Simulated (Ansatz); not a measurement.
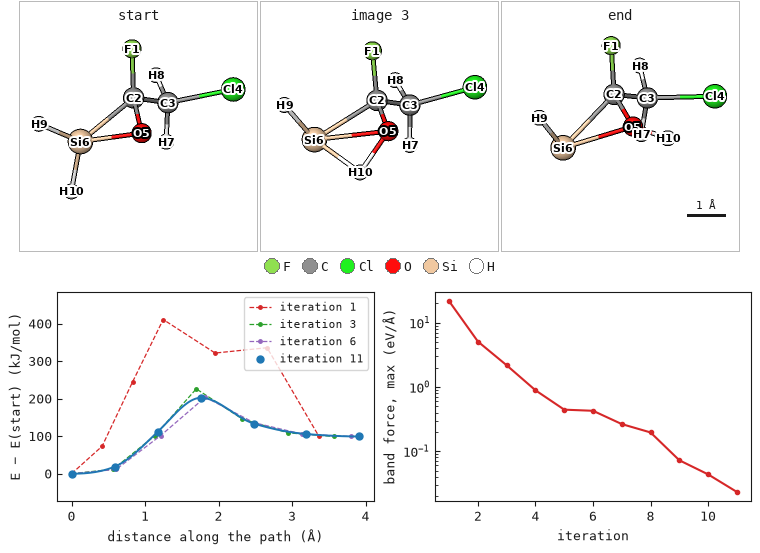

A search for the minimum-energy path of C2H4ClFOSi by the nudged elastic band. Images are numbered from 0 (start) to 6 (end). The plot follows the band through its iterations. Style: ball-and-stick. Shown from a free direction.

These are results of Ansatz, RKS PBE-D4/def2-SVP, not measurements. Run with 5 movable images; climbing image; force threshold 0.03 eV/Å; iteration limit 60; spring constant 0.5 eV/Å²; starting path through a guess of the saddle point.

Q: Judge this run.

A: The run is converged, with reservations. The band converged in 11 iterations. The largest component of the band force went from 22 to 0.023 eV/Å. The climbing image converged on the top of the path. Its curvatures weren't checked. The first iteration put the highest image at 411.1 kJ/mol. Forward barrier 202.4 kJ/mol, backward barrier 103.1 kJ/mol, with image 3 at the top; the reaction energy is +99.3 kJ/mol.
